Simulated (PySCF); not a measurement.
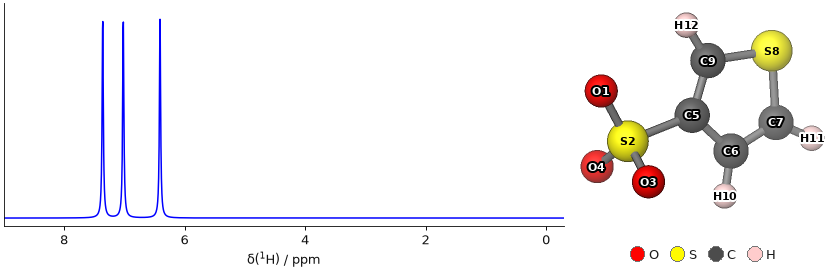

Spectrum and numbered structure of C₄H₃O₃S₂⁻, SMILES O=S(=O)([O-])c1ccsc1. GIAO shifts, PBE0/pcSseg-1 with PySCF 2.14.0, at a GFN2-xTB geometry (no frequency check), against TMS for ¹H computed at the same level. Gas phase, fully decoupled, line heights follow the number of nuclei, widths are arbitrary (no quadrupolar broadening); values of one conformer, averaged over methyl-type rotors and exact or near symmetry; other conformers aren't averaged in.

Which ¹H nuclei are the least shielded, and which the most?

Answer. Least shielded: H10 at 7.36 ppm. Most shielded: H11 at 6.41 ppm.

Known limits of this run: the tight-binding geometry is rougher than a DFT one and adds to the error; an anion in a basis that has no diffuse functions.
